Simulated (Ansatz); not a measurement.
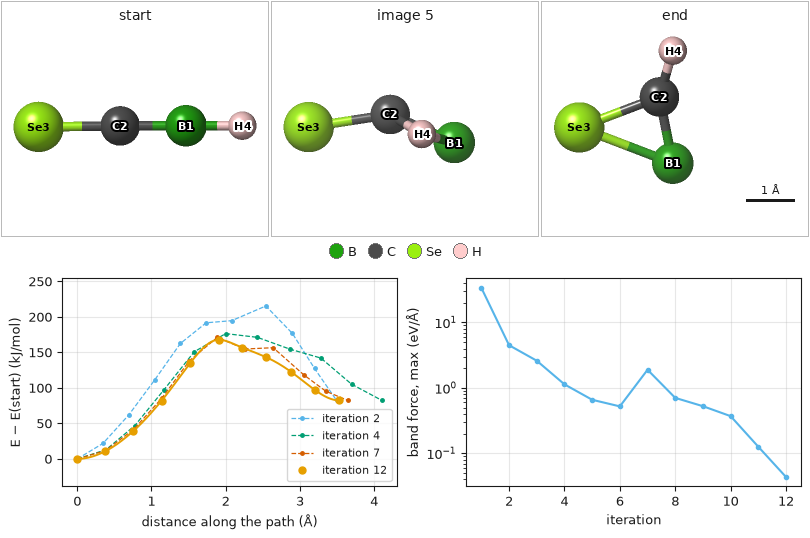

A nudged-elastic-band calculation for CHBSe. Images are numbered from 0 (start) to 10 (end). The plot follows the band through its iterations. A ball-and-stick model, seen face on.

The calculation used RKS PBE/def2-SVP (Ansatz 0.2.0). Run with 9 movable images; climbing image; force threshold 0.05 eV/Å; iteration limit 60; spring constant 0.5 eV/Å²; starting path through a guess of the saddle point.

> Did the band converge, and can the barrier be trusted?

The run is converged, with reservations. The band converged in 12 iterations. The largest component of the band force went from 34 to 0.044 eV/Å. The climbing image converged on the top of the path. Its curvatures weren't checked. The first iteration put the highest image at 879.5 kJ/mol. The energy climbs by 167.9 kJ/mol to image 5 and then falls by 85.4 kJ/mol, so the end point sits at +82.4 kJ/mol.
